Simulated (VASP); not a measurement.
Consider the following.

```
RuP
1.0
    2.91581     0.00000     0.00000
    0.00000     2.91581     0.00000
    0.00000     0.00000     2.91581
Ru P
1 1
Direct
  0.00000   0.00000   0.00000
  0.50000   0.50000   0.50000
```

Computed with PBEsol GGA, VASP's PBE PAW potentials (set 64) (plane waves; VASP). Settings: 400 eV cut-off, 14×14×14 Γ-centred mesh, tetrahedra with Blöchl corrections, potentials Ru_pv P.

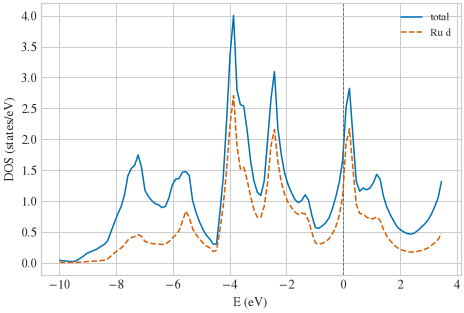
Total and projected density of states, zero at the Fermi level

Within 2 eV below the Fermi level the largest weight inside VASP's projection spheres is Ru d.

It has no gap at this level: it comes out as a metal or semimetal.

The structure was generated: RuP was put into the CsCl type type (Pm-3m), which need not be its known phase. It was relaxed first, which changed the volume by -30 %. The electron count is odd and the run is not spin-polarised, which forces a metal.
